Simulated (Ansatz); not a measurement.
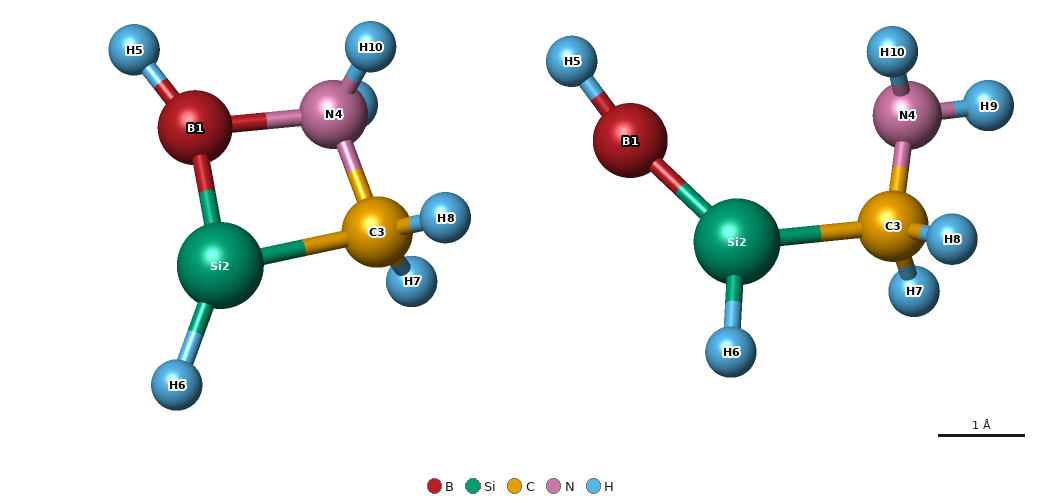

Two geometries of CH$_{6}$BNSi, drawn at one scale. One is the start of a relaxation, the other its converged end. The picture is a ball-and-stick view, seen at a tilt.

Level of theory: RKS PBE/6-31G in Ansatz. (no spin polarisation; force threshold 0.02 eV/Å; at most 40 steps)

**Which one is relaxed?**

The left one is the relaxed one. The run prepares the start of a later molecular dynamics calculation, from a guessed geometry. Over 17 accepted moves (18 points after the start) the energy falls by 39.0 kcal/mol. Largest force component: 0.88 eV/Å at the start, 0.019 eV/Å at the end. The line search rejected the trial step at point 11 of the run. The largest move after the best rigid fit is that of H9, 1.41 Å. Largest moves by element: H 1.41 Å, B 1.01 Å, N 0.69 Å, Si 0.39 Å, C 0.19 Å. Some distances before and after: B1–N4 3.314 → 1.643 Å, C3–N4 1.457 → 1.562 Å, B1–Si2 1.814 → 1.886 Å, Si2–C3 1.913 → 1.984 Å. New bonds form: B1–N4 (3.31 → 1.64 Å). Bond angles that change, for instance: B1–Si2–C3 120.4° → 79.4°, Si2–C3–N4 108.7° → 88.8°, C3–Si2–H6 105.5° → 123.4°. Groups turn about C3–N4 by about 55°. Cost: 32 s on 1 thread of Intel(R) Xeon(R) 6975P-C (Granite Rapids), on a shared host, peak memory 0.18 GiB.
